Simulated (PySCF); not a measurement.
# Calculations on AlHO and related structures

**1. Relaxation**

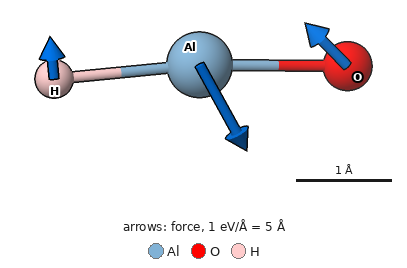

Starting geometry of AlHO with the computed forces as blue arrows. Style: ball-and-stick. Shown at a tilt.

It is one of the separated products of a reaction.

Computed with PySCF, RKS PBE0-D4/def2-TZVP, density fitting. 

What follows when this structure is relaxed?

Answer. It isn't relaxed: the largest force vector, on the Al atom, is 0.22 eV/Å. The atoms end up moving mostly along the starting forces (cosine between the two patterns 0.86). The atom that moves furthest after the best rigid fit is the Al atom (0.056 Å). Largest moves by element: Al 0.056 Å, H 0.028 Å, O 0.028 Å. Bond angles that change, for instance: O–Al–H 173.9° → 179.9°. The energy falls by 0.19 kcal/mol in 11 geometry steps.

**2. Relaxation**

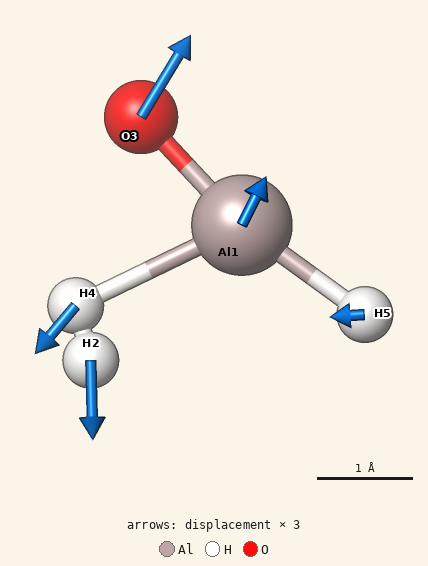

This is a relaxation of AlH3O (started from a transition state, displaced along its imaginary mode). The starting structure is drawn; blue arrows show the displacements, 3 times their true length. The two geometries are superimposed by the best rigid fit.

A ball-and-stick model, seen face on.

Level of theory: RKS PBE0-D4/def2-TZVP, density fitting in PySCF 2.14.0. 

Q: What did the optimiser do to the structure, and how much energy did it gain?

A: The largest move after the best rigid fit is that of O3, 0.34 Å. Largest moves by element: O 0.34 Å, H 0.28 Å, Al 0.19 Å. Some distances before and after: Al1–H2 2.134 → 2.514 Å, Al1–H4 1.944 → 2.311 Å, H2–H4 0.600 → 0.757 Å, Al1–H5 1.606 → 1.568 Å. Among the angles between lasting bonds that change: O3–Al1–H5 169.0° → 173.9°. Over 14 geometry steps the energy falls by 18.5 kcal/mol. Cost: 25 s on 4 threads of AMD EPYC 7B13 (shared host).

**3. Reaction**

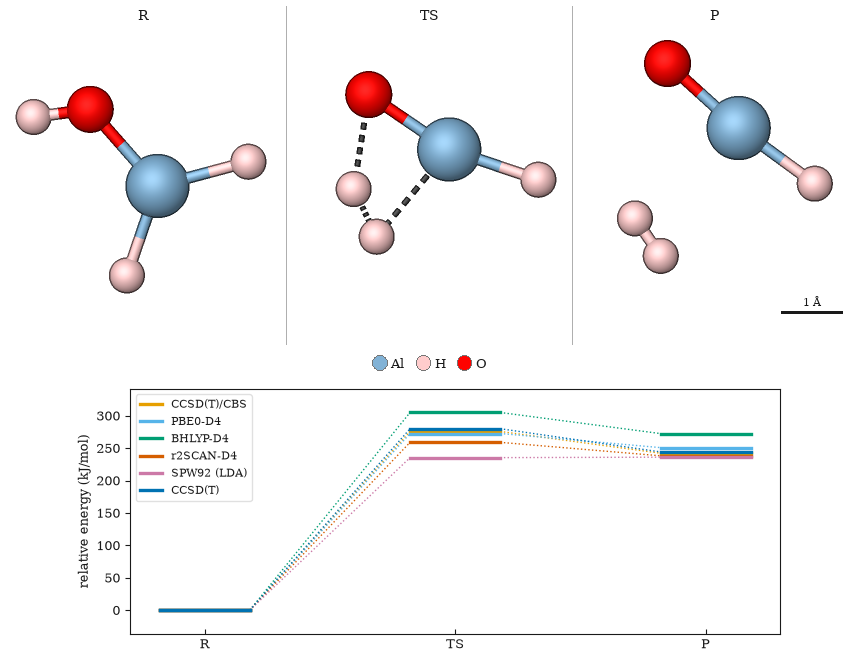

A reaction step of AlH3O, with its energy diagram. Style: ball-and-stick. Shown face on. Dashed sticks mark bonds that form or break.

Stationary points at PBE0-D4/def2-TZVP, single-point energies with CCSD(T)/CBS, PBE0-D4, BHLYP-D4, r2SCAN-D4, SPW92 (LDA), CCSD(T) (def2-TZVPP where no basis is named; PySCF 2.14.0). The energies are electronic, without zero-point or thermal terms, and both ends are the minima reached downhill from the saddle, with any fragments still in contact. CCSD(T)/CBS stands for a frozen-core estimate: MP2 correlation extrapolated from def2-TZVPP and def2-QZVPP, CCSD(T) minus MP2 from the smaller set.

Question: Describe the step and its energetics.

Answer: Counted by bonded pieces, R holds AlH₃O and P holds AlHO + H₂. From R over the saddle to P, a bond forms: H–H (3.06 → 0.88 → 0.76 Å). Bonds break: Al–H (1.59 → 1.91 → 2.51 Å), H–O (0.96 → 1.60 → 2.65 Å). The saddle has one imaginary mode, 846i cm⁻¹. With CCSD(T)/CBS the barrier is 275.7 kJ/mol from R and 33.6 kJ/mol from P, and P lies 242.1 kJ/mol above R.

| level | barrier from R (kJ/mol) | barrier from P (kJ/mol) | P less R (kJ/mol) |
| --- | --- | --- | --- |
| CCSD(T)/CBS | 275.7 | 33.6 | 242.1 |
| PBE0-D4 | 272.6 | 21.8 | 250.8 |
| BHLYP-D4 | 305.0 | 32.6 | 272.5 |
| r2SCAN-D4 | 258.9 | 20.8 | 238.2 |
| SPW92 (LDA) | 235.4 | −0.7 | 236.0 |
| CCSD(T) | 280.0 | 35.8 | 244.2 |

Against CCSD(T)/CBS, PBE0-D4 comes closest on the barrier from R (−3.2 kJ/mol) and SPW92 (LDA) misses most (−40.4 kJ/mol). The T1 diagnostic reaches 0.027, so the single-reference result is less sure there.

**4. Reaction**

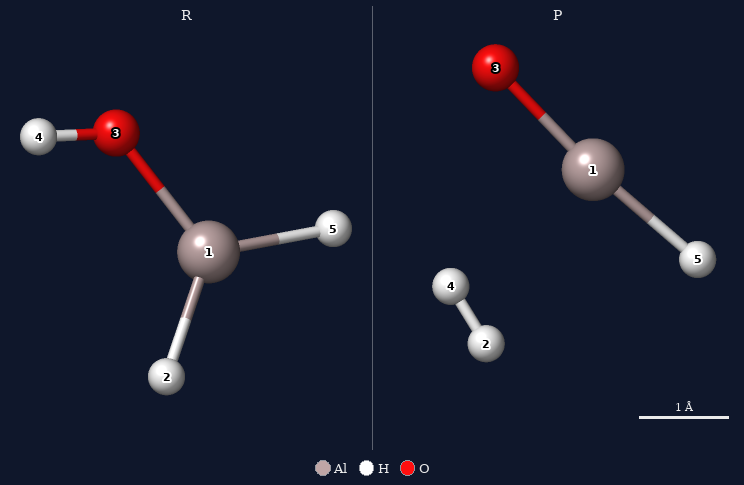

Reactant (R) and product (P) of one elementary step of AlH$_{3}$O. A ball-and-stick model, seen at a tilt.

Stationary points at PBE0-D4/def2-TZVP, single-point energies with PBE0-D4, CCSD(T), SPW92 (LDA) (def2-TZVPP where no basis is named; PySCF 2.14.0). The energies are electronic, without zero-point or thermal terms, and both ends are the minima reached downhill from the saddle, with any fragments still in contact.

Q: What is the transition state like, and how high is the barrier?

A: Counted by bonded pieces, R holds AlH₃O and P holds AlHO + H₂. From R over the saddle to P, a bond forms: H2–H4 (3.06 → 0.88 → 0.76 Å). Bonds break: Al1–H2 (1.59 → 1.91 → 2.51 Å), O3–H4 (0.96 → 1.60 → 2.65 Å). The saddle has one imaginary mode, 846i cm⁻¹. With PBE0-D4 the barrier is 272.6 kJ/mol from R and 21.8 kJ/mol from P, and P lies 250.8 kJ/mol above R.

| level | barrier from R (kJ/mol) | barrier from P (kJ/mol) | P less R (kJ/mol) |
| --- | --- | --- | --- |
| PBE0-D4 | 272.6 | 21.8 | 250.8 |
| CCSD(T) | 280.0 | 35.8 | 244.2 |
| SPW92 (LDA) | 235.4 | −0.7 | 236.0 |

The T1 diagnostic reaches 0.027, so the single-reference result is less sure there.

The saddle point in the same view, with dashed sticks for the bonds that form or break:

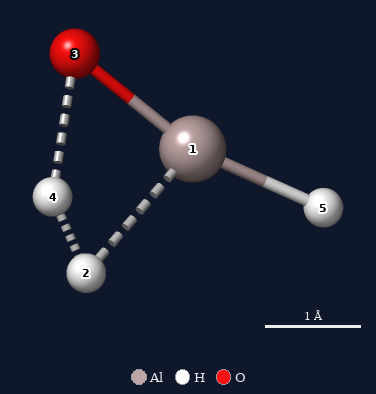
